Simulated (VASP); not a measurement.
Band structure of Sn (beta). All values below come from PBE GGA with D3 dispersion (Becke-Johnson damping), VASP's PBE PAW potentials (set 64) (plane waves; VASP).

Unless said otherwise, spin-orbit coupling is left out, though it shifts the bands of the heavy elements here.

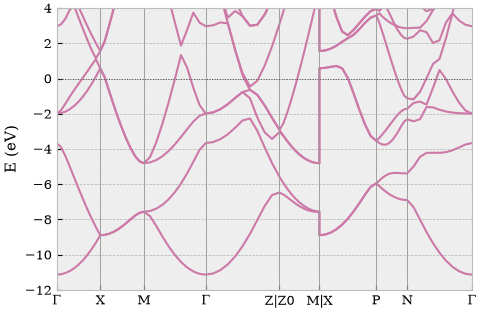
Figure. Bands along high-symmetry lines, zero at the valence-band maximum or, without a gap, the Fermi level

Q: Read the plot: is there a gap, and where are the band edges?

A: It has no gap at this level: it comes out as a metal or semimetal. (Edges off the drawn lines would not show.)

The compound is Sn in the beta structure. It was relaxed first.
